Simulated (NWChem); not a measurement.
# BAsH5F (SMILES F[BH2-][AsH3+]) at 4 levels

Aim: a comparison of 4 runs (HF/STO-3G, HF/3-21G, B3LYP/6-31G*) of BAsH5F. 

The results are computed with NWChem 7.3.0.

## (1) Starting point

The species is BAsH5F (8 atoms), meant as a singlet with charge 0. As SMILES, `F[BH2-][AsH3+]`. The shape comes from GFN2-xTB, which is rough for such elements, and wasn't checked as a minimum.

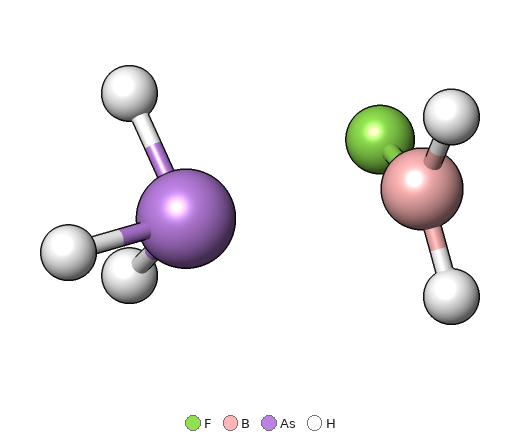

Viewed from a chosen angle; fluorine green, boron pink, arsenic purple, hydrogen white.

## (2) Energy and gradient at HF/STO-3G (run 1)

The input, calc.xyz:

```xyz
8

F     -1.790160     0.365380    -0.127030
B     -0.949040     0.369490    -1.154890
As     0.927300    -0.263750     0.525450
H     -0.525090     1.412750    -1.490370
H     -0.911630    -0.601610    -1.815410
H      0.684000     0.688510     1.644570
H      2.274660    -0.615490     1.104380
H      0.289970    -1.355280     1.313290
```

The input, calc.nw:

```
start calc
memory total 2200 mb

geometry noautosym nocenter noautoz
load format xyz calc.xyz
end

basis spherical bse
F library STO-3G
B library STO-3G
As library STO-3G
H library STO-3G
end

scf
thresh 1e-08
maxiter 80
end

task scf gradient
```

On the command line:

```
$ nwchem calc.nw > calc.out
```

Log:

```text
[...]
  functions       =    33
[...]
  wavefunction    = RHF
[...]
         Total SCF energy =  -2334.612495168432
      One-electron energy =  -3612.104985478307
      Two-electron energy =   1107.128220214448
 Nuclear repulsion energy =    170.364270095427
        Time for solution =      1.7s
[...]
                         RHF ENERGY GRADIENTS
    atom               coordinates                        gradient
                 x          y          z           x          y          z
   1 F      -3.382912   0.690468  -0.240052   -0.002345  -0.001358   0.011428
   2 B      -1.793426   0.698235  -2.182426    0.014453  -0.001113  -0.010391
   3 As      1.752343  -0.498415   0.992957   -0.020750   0.013626  -0.060503
   4 H      -0.992276   2.669710  -2.816391   -0.000458   0.008446   0.004024
   5 H      -1.722731  -1.136878  -3.430627   -0.003645  -0.008523   0.001273
   6 H       1.292573   1.301095   3.107787   -0.000404   0.003669   0.017904
   7 H       4.298484  -1.163107   2.086976    0.016049  -0.006255   0.020388
   8 H       0.547964  -2.561108   2.481758   -0.002900  -0.008493   0.015876
[...]
```

It took 3 s on 1 thread of Intel Xeon Platinum 8488C (Sapphire Rapids), shared host; peak memory 0.097 GiB.

## (3) Energy and forces at HF/3-21G (run 2)

The input, sp.nw:

```
start sp
memory stack 880 mb heap 220 mb global 1100 mb

geometry units angstroms noautosym nocenter noautoz
F    -1.790160    0.365380   -0.127030
B    -0.949040    0.369490   -1.154890
As    0.927300   -0.263750    0.525450
H    -0.525090    1.412750   -1.490370
H    -0.911630   -0.601610   -1.815410
H     0.684000    0.688510    1.644570
H     2.274660   -0.615490    1.104380
H     0.289970   -1.355280    1.313290
end

basis spherical bse
* library 3-21G
end

scf
thresh 1e-08
maxiter 80
print low
end

task scf gradient
```

On the command line:

```
$ nwchem sp.nw > sp.out
```

Log:

```text
[...]
  functions       =    50
[...]
  wavefunction    = RHF
[...]
         Total SCF energy =  -2349.766944232644
      One-electron energy =  -3618.027578077812
      Two-electron energy =   1097.896363749740
 Nuclear repulsion energy =    170.364270095427
        Time for solution =      2.1s
[...]
                         RHF ENERGY GRADIENTS
    atom               coordinates                        gradient
                 x          y          z           x          y          z
   1 F      -3.382912   0.690468  -0.240052    0.025731   0.000524  -0.033680
   2 B      -1.793426   0.698235  -2.182426   -0.009448  -0.004494   0.038983
   3 As      1.752343  -0.498415   0.992957   -0.012290   0.005697  -0.021173
   4 H      -0.992276   2.669710  -2.816391   -0.004212  -0.002301   0.002549
   5 H      -1.722731  -1.136878  -3.430627   -0.003180   0.002762   0.003352
   6 H       1.292573   1.301095   3.107787    0.004180  -0.012995  -0.001848
   7 H       4.298484  -1.163107   2.086976   -0.009384   0.000283   0.009884
   8 H       0.547964  -2.561108   2.481758    0.008604   0.010523   0.001932
 Task  times  cpu:        2.9s     wall:        2.9s
 Total times  cpu:        2.9s     wall:        2.9s
```

Run time: 3.6 s. Hardware: 1 thread of Intel Xeon Platinum 8488C (Sapphire Rapids), shared host; peak memory 0.096 GiB.

Run 3 isn't shown in full; the table further down has it.

## (4) Energy and forces at B3LYP/6-31G(d) (Cartesian functions) (run 4)

The input, asbfh5.xyz:

```xyz
8
AsBFH5
F     -1.790160     0.365380    -0.127030
B     -0.949040     0.369490    -1.154890
As     0.927300    -0.263750     0.525450
H     -0.525090     1.412750    -1.490370
H     -0.911630    -0.601610    -1.815410
H      0.684000     0.688510     1.644570
H      2.274660    -0.615490     1.104380
H      0.289970    -1.355280     1.313290
```

The input, run.py:

```python
from ase.io import read
from ase.calculators.nwchem import NWChem

molecule = read('asbfh5.xyz')

calc = NWChem(
    label='asbfh5',
    theory='dft',
    memory='2200 mb',
    basis='6-31G*',
    dft={'xc': 'b3lyp', 'mult': '1', 'grid': 'xfine', 'convergence': 'energy 1e-08', 'iterations': '100', 'mulliken': None},
)
molecule.calc = calc

forces = molecule.get_forces()
print("Total energy (eV):", round(molecule.get_potential_energy(), 6))
print("forces (eV/A):")
for s, f in zip(molecule.symbols, forces):
    print(f"{s:2s} {f[0]:10.5f} {f[1]:10.5f} {f[2]:10.5f}")
print("dipole (e A):", molecule.get_dipole_moment().round(4))
```

On the command line:

```
$ export ASE_NWCHEM_COMMAND="nwchem PREFIX.nwi > PREFIX.nwo"
$ python run.py
```

Log:

```text
Total energy (eV): -64309.811905
forces (eV/A):
F    -0.60704    0.00139    0.70448
B    -0.11570    0.09333   -0.43431
As    0.34612   -0.03378   -0.17653
H     0.30848    0.44696   -0.20116
H     0.13514   -0.44398   -0.34412
H    -0.18563    0.63650    0.39364
H     0.54050   -0.08562   -0.13478
H    -0.42187   -0.61475    0.19278
dipole (e A): [ 0.3012 -0.0866  0.1754]
```

The calculator wrote asbfh5.nwi:

```
title "asbfh5"

permanent_dir asbfh5

scratch_dir asbfh5

start asbfh5

geometry units angstrom nocenter noautosym noautoz
  F  -1.7901600000000000e+00 3.6537999999999998e-01 -1.2703000000000000e-01
  B  -9.4903999999999999e-01 3.6948999999999999e-01 -1.1548900000000000e+00
  As 9.2730000000000001e-01 -2.6374999999999998e-01 5.2544999999999997e-01
  H  -5.2508999999999995e-01 1.4127500000000000e+00 -1.4903700000000000e+00
  H  -9.1163000000000005e-01 -6.0160999999999998e-01 -1.8154100000000000e+00
  H  6.8400000000000005e-01 6.8850999999999996e-01 1.6445700000000001e+00
  H  2.2746599999999999e+00 -6.1548999999999998e-01 1.1043799999999999e+00
  H  2.8997000000000001e-01 -1.3552800000000000e+00 1.3132900000000001e+00
end

memory 2200 mb

basis noprint
   * library 6-31G*
end

dft
  xc b3lyp
  mult 1
  grid xfine
  convergence energy 1e-08
  iterations 100
  mulliken
end

task dft gradient
```

asbfh5.nwo (excerpt; [...] marks lines left out):

```text
[...]
         Total DFT energy =    -2363.342016012137
[...]
  wavefunction    = closed shell
                         DFT ENERGY GRADIENTS
    atom               coordinates                        gradient
                 x          y          z           x          y          z
   1 F      -3.382912   0.690468  -0.240052    0.011805  -0.000027  -0.013700
   2 B      -1.793426   0.698235  -2.182426    0.002250  -0.001815   0.008446
   3 As      1.752343  -0.498415   0.992957   -0.006731   0.000657   0.003433
[... 4 lines of this table left out ...]
   8 H       0.547964  -2.561108   2.481758    0.008204   0.011955  -0.003749
[...]
```

It took 30 s on 1 thread of Intel Xeon Platinum 8488C (Sapphire Rapids), shared host; peak memory 0.14 GiB.

## (5) Overview of the runs

```tsv
run	level	iteration cap	module	energy (Eh)	dipole moment (D)	HOMO energy (eV)	LUMO energy (eV)	wall time
1	HF/STO-3G	80	scf	-2334.612495	2.28	-8.74	7.96	3 s
2	HF/3-21G	80	scf	-2349.766944	–	–	–	3.6 s
3	B3LYP/6-31G* (spherical functions)	100	dft	-2363.334158	1.74	-8.12	-0.52	30 s
4	B3LYP/6-31G* (Cartesian functions)	100	dft	-2363.342016	1.73	-8.13	-0.53	30 s
```

## (6) Summary of results

| quantity | value |
| --- | --- |
| run 4: total energy | -2363.34202 Eh |
| run 4: dipole moment | 1.73 D |
| run 4: HOMO energy | -8.13 eV |
| run 4: LUMO energy | -0.53 eV |
| run 4: HOMO–LUMO gap | 7.59 eV |
| run 4: largest force on an atom | 0.930 eV/Å |

What this shows: Over runs 1, 3, 4 the dipole moment (its size) runs from 1.73 D (B3LYP/6-31G*) to 2.28 D (HF/STO-3G). The two ends differ in method and basis. Over runs 1, 3, 4 the HOMO–LUMO gap runs from 7.59 eV (B3LYP/6-31G*) to 16.70 eV (HF/STO-3G). In run 1 the basis is minimal, so the values are rough. All runs together took 66 s, the longest 30 s.
